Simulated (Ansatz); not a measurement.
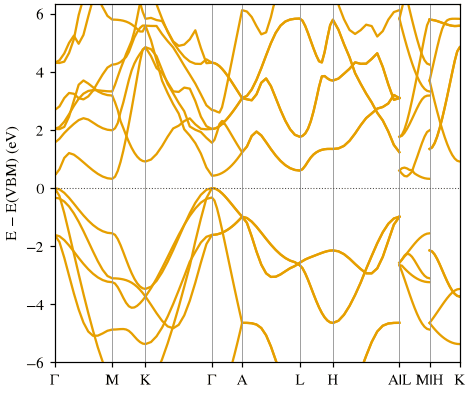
Fig. 1. Band structure from DFT-LDA in the program Ansatz with PAW potentials

**Question.** Read off the gap and where the band edges lie.

**Answer.** About 0.3 eV (0.32 eV by a search for the band edges); maximum at Γ, minimum at M.

**Question.** Which of these materials gives this?
A) ZnS, wurtzite
B) ZnO, wurtzite
C) SiGe, wurtzite
D) BP, wurtzite

**Answer.** C, SiGe, wurtzite

Space group P6_3mc (wurtzite). The first step of the workflow began from a Materials Project structure, measured or hypothetical; the Crystallography Open Database copy checked does not list it. Whether it is the stable phase at ambient conditions was not checked. Symmetry was held in the LDA relaxation; its stability against distortions is not shown here. Spin–orbit coupling is left out wherever it is not named.

Potentials: the earlier of the program's two PAW sets. The files were generated under PBE; for other functionals the program regenerates the frozen cores, and for LDA and PBEsol the local potential too.
